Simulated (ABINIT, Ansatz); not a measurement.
**A GW run on Ba2SrTeO6 (R-3) in ABINIT, with inputs changed**

A base run on Ba2SrTeO6 (R-3), then changed inputs.

Method: LDA and many-body steps on it, plane waves, in ABINIT 10.8.3.

### Step 1. Set-up

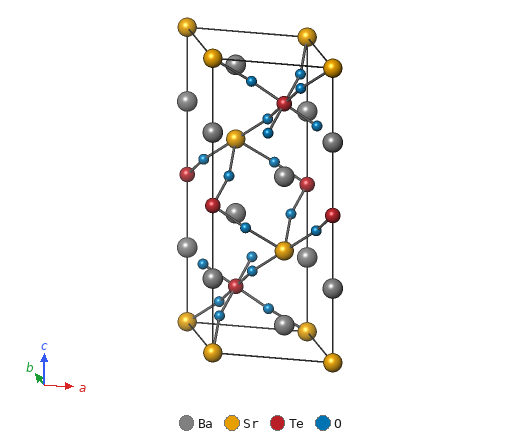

The cell as given, slightly off an axis (barium grey, strontium orange, tellurium red, oxygen blue). This picture shows the conventional cell, with its axes. Bonds to atoms that aren't drawn are left out. Some periodic images of atoms are drawn too.

The cell and positions are those that the Materials Project relaxed with its own functionals (PBE, PBE+U or r2SCAN), kept fixed. Spin-orbit coupling is left out unless a step names it.

### Step 2. Screening, 2×2×2 mesh, 245 bands, screening to 141.5 eV

This step: ABINIT 10.8.3; RPA screening on LDA, plane waves, norm-conserving pseudopotentials.

The RPA dielectric matrix is built and inverted for each q.

Contents of run.abi:

```
acell 3*1.0 Angstrom
rprim 
  3.094471017325 1.786593674874 4.966610984592
  -3.094471017325 1.786593674874 4.966610984592
  -0.000000000000 -3.573187349682 4.966610984616
ntypat 4
znucl 56 38 52 8
natom 10
typat 1 1 2 3 4 4 4 4 4 4
xred 
  0.252060000000 0.252060000000 0.252060000000
  0.747940000000 0.747940000000 0.747940000000
  0.000000000000 0.000000000000 0.000000000000
  0.500000000000 0.500000000000 0.500000000000
  0.328441000000 0.717506000000 0.226340000000
  0.717506000000 0.226340000000 0.328441000000
  0.226340000000 0.328441000000 0.717506000000
  0.671559000000 0.282494000000 0.773660000000
  0.773660000000 0.671559000000 0.282494000000
  0.282494000000 0.773660000000 0.671559000000
pp_dirpath "pseudos"
pseudos "Ba.upf, Sr.upf, Te.upf, O.upf"
ecut 42
ngkpt 2 2 2
nshiftk 1
shiftk 0 0 0
kptopt 1
chksymbreak 0
istwfk *1
occopt 1
irdwfk 1
optdriver 3
nband 245
ecuteps 5.2
inclvkb 2
awtr 1
symchi 1
indata_prefix "in"
outdata_prefix "out"
tmpdata_prefix "tmp"
```

On the command line:

```
$ OMP_NUM_THREADS=1 mpirun -n 4 abinit run.abi > log
```

The program printed:

```text
.Version 10.8.3 of ABINIT. v10.8.2 released Aug 2026.

 Symmetries : space group R-3 (#148); Bravais hR (rhombohedral)
[... echo of the input left out ...]
== DATASET  1 ==================================================================
-   mpi_nproc: 4, omp_nthreads: 1 (-1 if OMP is not activated)

--- !DatasetInfo
iteration_state: {dtset: 1, }
dimensions: {natom: 10, nkpt: 4, mband: 245, nsppol: 1, nspinor: 1, nspden: 1, mpw: 14476, }
cutoff_energies: {ecut:  42.0, pawecutdg:  -1.0, }
electrons: {nelect:   9.00000000E+01, charge:   0.00000000E+00, occopt:   1.00000000E+00, tsmear:   1.00000000E-02, }

 SCREENING: Calculation of the susceptibility and dielectric matrices

 Based on a program developped by R.W. Godby, V. Olevano, G. Onida, and L. Reining.
 Incorporated in ABINIT by V. Olevano, G.-M. Rignanese, and M. Torrent.
.Using double precision arithmetic ; gwpc =  8

[... cell and pseudopotentials left out ...]
--------------------------------------------------------------------------------

 ==== K-mesh for the wavefunctions ====
 Number of points in the irreducible wedge :     4
[... list of points left out ...]
 Together with  6 symmetry operations and time-reversal symmetry
 yields     8 points in the full Brillouin Zone.

 ==== Q-mesh for the screening function ====
 Number of points in the irreducible wedge :     4
[... list of points left out ...]
 Together with  6 symmetry operations and time-reversal symmetry
 yields     8 points in the full Brillouin Zone.

 setmesh: FFT mesh size selected  =    45x   45x   45
          total number of points  =        91125

 vcoul_init : cutoff-mode = AUXILIARY_FUNCTION
 q-points for optical limit:   1
     1)      0.000010    0.000020    0.000030

- screening: taking advantage of time-reversal symmetry
- Maximum band index for partially occupied states nbvw = 45
- Remaining bands to be divided among processors   nbcw = 200
- Number of bands treated by each node ~50

 Number of electrons calculated from density =   90.0000; Expected =   90.0000
 average of density, n =  0.080951
 r_s =    1.4340
 omega_plasma =   27.4452 [eV]

 calculating chi0 at frequencies [eV] :
  1    0.000000E+00    0.000000E+00
  2    0.000000E+00    2.744522E+01

--------------------------------------------------------------------------------
  q-point number  1        q = ( 0.000000, 0.000000, 0.000000) [r.l.u.]
--------------------------------------------------------------------------------
[... chi0 elements left out ...]
 For q-point:  0.000010 0.000020 0.000030
  dielectric constant =   4.0128
  dielectric constant without local fields =   4.4893

  Average fulfillment of the sum rule on Im[epsilon] for q-point    1 :     61.95  [%]
[... wings left out ...]
  q-point number  2        q = ( 0.500000, 0.000000, 0.000000) [r.l.u.]
--------------------------------------------------------------------------------
[... chi0 elements left out ...]
  Average fulfillment of the sum rule on Im[epsilon] for q-point    2 :     66.75  [%]

 [... 2 further q-points ...]
```

Wall time 4.8 min (4 MPI ranks of Arm Neoverse V1, shared host); peak memory 3.5 GiB; 19 min of CPU time.

This step gave:

```yaml
eps_infinity_with_local_fields_on_this_mesh_along_the_program_s_q_direction: 4.013
the_same_without_local_fields: 4.489
plasma_frequency: 27.45 eV
plane_waves_in_the_screening_matrix: 615
```

Local fields lower ε∞ by 11 %. On a Γ-centred mesh this coarse the value itself is usually too large, while a short band sum pulls it down.

### Step 3. Base

The self-energy is evaluated for the states that the input lists, and the levels follow from it, in one-shot runs by the linearised quasiparticle equation.

This step: G0W0 on LDA, plane waves, norm-conserving pseudopotentials.

Edit run.abi of step 2 so:

```diff
@@ -31,8 +31,17 @@
 irdwfk 1
-optdriver 3
+optdriver 4
 nband 245
+gwcalctyp 0
+ecutsigx 42
+symsigma 1
+nkptgw 2
+kptgw 
+  0.5000000000 0.5000000000 0.0000000000
+  0.0000000000 0.0000000000 0.0000000000
+bdgw 
+  44 47
+  43 48
 ecuteps 5.2
-inclvkb 2
-awtr 1
-symchi 1
+irdscr 1
+ppmodel 1
 indata_prefix "in"
```

The program printed:

```text
.Version 10.8.3 of ABINIT. v10.8.2 released Aug 2026.

 Symmetries : space group R-3 (#148); Bravais hR (rhombohedral)
[... echo of the input left out ...]
== DATASET  1 ==================================================================
-   mpi_nproc: 4, omp_nthreads: 1 (-1 if OMP is not activated)

--- !DatasetInfo
iteration_state: {dtset: 1, }
dimensions: {natom: 10, nkpt: 4, mband: 245, nsppol: 1, nspinor: 1, nspden: 1, mpw: 14476, }
cutoff_energies: {ecut:  42.0, pawecutdg:  -1.0, }
electrons: {nelect:   9.00000000E+01, charge:   0.00000000E+00, occopt:   1.00000000E+00, tsmear:   1.00000000E-02, }

 SIGMA: Calculation of the GW corrections

 Based on a program developped by R.W. Godby, V. Olevano, G. Onida, and L. Reining.
 Incorporated in ABINIT by V. Olevano, G.-M. Rignanese, and M. Torrent.
.Using double precision arithmetic ; gwpc =  8

[... cell and pseudopotentials left out ...]
--------------------------------------------------------------------------------

 ==== K-mesh for the wavefunctions ====
 Number of points in the irreducible wedge :     4
[... list of points left out ...]
 Together with  6 symmetry operations and time-reversal symmetry
 yields     8 points in the full Brillouin Zone.

 ==== Q-mesh for screening function ====
 Number of points in the irreducible wedge :     4
[... list of points left out ...]
 Together with  6 symmetry operations and time-reversal symmetry
 yields     8 points in the full Brillouin Zone.

 vcoul_init : cutoff-mode = AUXILIARY_FUNCTION
 q-points for optical limit:   1
     1)      0.000010    0.000020    0.000030
 setmesh: FFT mesh size selected  =    72x   72x   72
          total number of points  =       373248

 Number of electrons calculated from density =   90.0000; Expected =   90.0000
 average of density, n =  0.080951
 r_s =    1.4340
 omega_plasma =   27.4452 [eV]

 === KS Band Gaps ===
  >>>> For spin  1
   Minimum direct gap =   3.0686 [eV], located at k-point      :   0.0000  0.0000  0.0000
   Fundamental gap    =   2.9390 [eV], Top of valence bands at :   0.5000  0.5000  0.0000
                                       Bottom of conduction at :   0.0000  0.0000  0.0000
 SIGMA fundamental parameters:
 PLASMON POLE MODEL  1
 number of plane-waves for SigmaX                14397
 number of plane-waves for SigmaC and W            615
 number of plane-waves for wavefunctions         14397
 number of bands                                   245
 number of independent spin polarizations            1
 number of spinorial components                      1
 number of k-points in IBZ                           4
 number of q-points in IBZ                           4
 number of symmetry operations                       6
 number of k-points in BZ                            8
 number of q-points in BZ                            8
 number of frequencies for dSigma/dE                 9
 frequency step for dSigma/dE [eV]                0.25
 number of omega for Sigma on real axis              0
 max omega for Sigma on real axis  [eV]           0.00
 zcut for avoiding poles [eV]                     0.10

 EPSILON^-1 parameters (SCR file):
 dimension of the eps^-1 matrix on file            615
 dimension of the eps^-1 matrix used               615
 number of plane-waves for wavefunctions         14397
 number of bands                                   245
 number of q-points in IBZ                           4
 number of frequencies                               2
 number of real frequencies                          1
 number of imag frequencies                          1

 matrix elements of self-energy operator (all in [eV])

 Perturbative Calculation

--- !SelfEnergy_ee
iteration_state: {dtset: 1, }
kpoint     : [   0.500,    0.500,    0.000, ]
spin       : 1
KS_gap     :    3.385
QP_gap     :    5.710
Delta_QP_KS:    2.325
data: !SigmaeeData |
     Band     E0 <VxcDFT>   SigX SigC(E0)      Z dSigC/dE  Sig(E)    E-E0       E
       44   4.432 -17.973 -23.013   4.541   0.785  -0.273 -18.365  -0.392   4.040
       45   5.078 -19.254 -24.338   4.714   0.782  -0.280 -19.543  -0.289   4.789
       46   8.463 -18.539 -13.614  -2.439   0.819  -0.221 -16.503   2.035  10.499
       47  11.093 -12.109  -6.776  -3.518   0.846  -0.182 -10.574   1.535  12.628

--- !SelfEnergy_ee
iteration_state: {dtset: 1, }
kpoint     : [   0.000,    0.000,    0.000, ]
spin       : 1
KS_gap     :    3.069
QP_gap     :    5.136
Delta_QP_KS:    2.067
data: !SigmaeeData |
     Band     E0 <VxcDFT>   SigX SigC(E0)      Z dSigC/dE  Sig(E)    E-E0       E
       43   4.944 -18.906 -23.972   4.668   0.782  -0.278 -19.217  -0.311   4.633
       44   4.944 -18.906 -23.972   4.668   0.782  -0.278 -19.217  -0.311   4.633
       45   4.948 -19.111 -24.265   4.761   0.781  -0.280 -19.417  -0.306   4.642
       46   8.017 -16.720 -11.989  -2.599   0.826  -0.210 -14.959   1.761   9.777
       47  10.028 -10.518  -5.609  -3.378   0.856  -0.168  -9.206   1.312  11.339
       48  10.028 -10.518  -5.609  -3.378   0.856  -0.168  -9.206   1.312  11.339

== END DATASET(S) ==============================================================
================================================================================

 -outvars: echo values of variables after computation  --------
           etotal      0.0000000000E+00
            nband         245
             nkpt           4
          spgroup         148
 [... the other variables as echoed above ...]

 Calculation completed.
```

Wall time 73 s (4 MPI ranks); peak memory 2.5 GiB.

Numbers from this step:

```
G0W0 gap on the points computed              : 4.988 eV
starting gap on the mesh                     : 2.939 eV
k of the valence top                         : 0.5, 0.5, 0
k of the conduction bottom                   : 0, 0, 0
Z at the valence top                         : 0.782
Z at the conduction bottom                   : 0.826
least direct G0W0 gap on the computed points : 5.135 eV
```

The gap on the mesh goes from 2.94 eV to 4.99 eV, a correction of +2.05 eV.

### Step 4. Scissors in G

Edit run.abi of step 3 so:

```diff
@@ -46,2 +46,3 @@
 ppmodel 1
+mbpt_sciss 0.5 eV
 indata_prefix "in"
```

The program printed:

```text
.Version 10.8.3 of ABINIT. v10.8.2 released Aug 2026.

 Symmetries : space group R-3 (#148); Bravais hR (rhombohedral)
[... echo of the input left out ...]
== DATASET  1 ==================================================================
-   mpi_nproc: 4, omp_nthreads: 1 (-1 if OMP is not activated)

--- !DatasetInfo
iteration_state: {dtset: 1, }
dimensions: {natom: 10, nkpt: 4, mband: 245, nsppol: 1, nspinor: 1, nspden: 1, mpw: 14476, }
cutoff_energies: {ecut:  42.0, pawecutdg:  -1.0, }
electrons: {nelect:   9.00000000E+01, charge:   0.00000000E+00, occopt:   1.00000000E+00, tsmear:   1.00000000E-02, }

 SIGMA: Calculation of the GW corrections

 Based on a program developped by R.W. Godby, V. Olevano, G. Onida, and L. Reining.
 Incorporated in ABINIT by V. Olevano, G.-M. Rignanese, and M. Torrent.
.Using double precision arithmetic ; gwpc =  8

[... cell and pseudopotentials left out ...]
--------------------------------------------------------------------------------

 ==== K-mesh for the wavefunctions ====
 Number of points in the irreducible wedge :     4
[... list of points left out ...]
 Together with  6 symmetry operations and time-reversal symmetry
 yields     8 points in the full Brillouin Zone.

 ==== Q-mesh for screening function ====
 Number of points in the irreducible wedge :     4
[... list of points left out ...]
 Together with  6 symmetry operations and time-reversal symmetry
 yields     8 points in the full Brillouin Zone.

 vcoul_init : cutoff-mode = AUXILIARY_FUNCTION
 q-points for optical limit:   1
     1)      0.000010    0.000020    0.000030
 setmesh: FFT mesh size selected  =    72x   72x   72
          total number of points  =       373248

 Number of electrons calculated from density =   90.0000; Expected =   90.0000
[...]
max omega for Sigma on real axis  [eV]           0.00
 zcut for avoiding poles [eV]                     0.10
 scissor energy [eV]                              0.50

 EPSILON^-1 parameters (SCR file):
 dimension of the eps^-1 matrix on file            615
 dimension of the eps^-1 matrix used               615
 number of plane-waves for wavefunctions         14397
 number of bands                                   245
 number of q-points in IBZ                           4
 number of frequencies                               2
 number of real frequencies                          1
 number of imag frequencies                          1

 matrix elements of self-energy operator (all in [eV])

 Perturbative Calculation

--- !SelfEnergy_ee
iteration_state: {dtset: 1, }
kpoint     : [   0.500,    0.500,    0.000, ]
spin       : 1
KS_gap     :    3.385
QP_gap     :    5.762
Delta_QP_KS:    2.376
data: !SigmaeeData |
     Band     E0 <VxcDFT>   SigX SigC(E0)      Z dSigC/dE  Sig(E)    E-E0       E
       44   4.432 -17.973 -23.013   4.560   0.786  -0.273 -18.351  -0.378   4.055
       45   5.078 -19.254 -24.338   4.734   0.782  -0.279 -19.528  -0.274   4.804
       46   8.463 -18.539 -13.614  -2.471   0.820  -0.219 -16.437   2.102  10.565
[...]
--- !SelfEnergy_ee
iteration_state: {dtset: 1, }
kpoint     : [   0.000,    0.000,    0.000, ]
spin       : 1
KS_gap     :    3.069
QP_gap     :    5.187
Delta_QP_KS:    2.118
data: !SigmaeeData |
     Band     E0 <VxcDFT>   SigX SigC(E0)      Z dSigC/dE  Sig(E)    E-E0       E
[...]
47  10.028 -10.518  -5.609  -3.389   0.857  -0.167  -9.144   1.374  11.402
       48  10.028 -10.518  -5.609  -3.389   0.857  -0.167  -9.144   1.374  11.402

== END DATASET(S) ==============================================================
================================================================================

 -outvars: echo values of variables after computation  --------
           etotal      0.0000000000E+00
            nband         245
             nkpt           4
          spgroup         148
 [... the other variables as echoed above ...]

 Calculation completed.
```

It took 73 s on 4 MPI ranks; peak memory 2.5 GiB.

This step gave:

| Item | Value |
| --- | --- |
| G0W0 gap on the points computed | 5.039 eV |
| starting gap on the mesh | 2.939 eV |
| k of the valence top | 0.5, 0.5, 0 |
| k of the conduction bottom | 0, 0, 0 |
| Z at the valence top | 0.782 |
| Z at the conduction bottom | 0.827 |
| least direct G0W0 gap on the computed points | 5.187 eV |

(Part 1 of 2 ends here.)

[Paths, hosts, dates, memory and timing lines, banners, echoed tables and standing remarks are left out of the program output.]

[Logs are printed without paths, hosts, clocks, repeated set-up lines and the standing remarks that a program may print on its own settings, such as how far it seeks lower states.]

[Runs of the session that timed out or met a known fault of the program may be left out.]

[Hosts, paths, dates, database ids (printed as entryN), source tags and the programs' standing remarks are cut or masked in the printed files.]

[G0W0 gaps are taken among the corrected bands and points alone; a level outside them can change the order at an edge.]

[Where Ansatz stands beside ABINIT at settings called matched, ABINIT's density can come from a denser mesh and the files from another edition; pairs whose starting gaps differed by over 0.03 eV were left out, so agreement reads better than it is.]
